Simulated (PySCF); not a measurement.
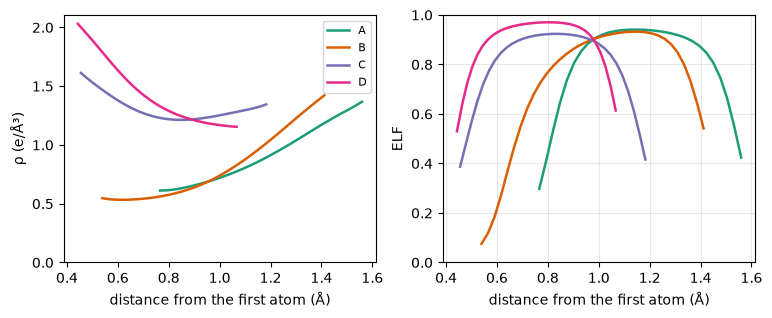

The picture shows: C2H11BSSi. Electron density and electron localisation function along straight lines between neighbouring atoms. The curves leave out the atomic cores.

Geometry: GFN2-xTB.

The calculation used PBE0/pcSseg-1, SCF density, gas phase, non-relativistic (PySCF 2.14.0).

```xyz
16

C     1.8051   -1.0876    0.7871
B     1.3461    0.3444    0.2117
S    -0.6417    0.5088    0.6995
C    -1.1334    1.8896   -0.3800
Si   -1.5203   -1.1662   -0.4019
H     1.3102   -1.9250    0.2879
H     2.8761   -1.2213    0.6424
H     1.6142   -1.1892    1.8552
H     1.8142    1.2864    0.7588
H     1.3146    0.4264   -0.9774
H    -0.6919    1.7603   -1.3631
H    -0.7483    2.7967    0.0744
H    -2.2163    1.9323   -0.4403
H    -1.5026   -2.2567    0.5576
H    -0.7627   -1.3968   -1.6230
H    -2.8709   -0.6931   -0.7002
```

Question: Which curve belongs to which contact (B–S, C–B, C–S and Si–S)? The first atom named is at distance zero.

Answer: Curve A: Si–S (2.19 Å): ρ at the midpoint is about 0.8 e/Å³; the ELF peaks at about 0.95 between the atoms: a shared electron pair. Curve B: B–S (2.05 Å): ρ at the midpoint is about 0.77 e/Å³, with its minimum of 0.53 e/Å³ about 0.6 Å from B; the ELF peaks at about 0.95 between the atoms: a covalent bond. Curve C: C–S (1.82 Å): the density is about 1.2 e/Å³ at the midpoint; the ELF peaks at about 0.90 between the atoms; a covalent bond. Curve D: C–B (1.61 Å): ρ is about 1.3 e/Å³ halfway; the ELF peaks at about 1 between the atoms; a shared electron pair.
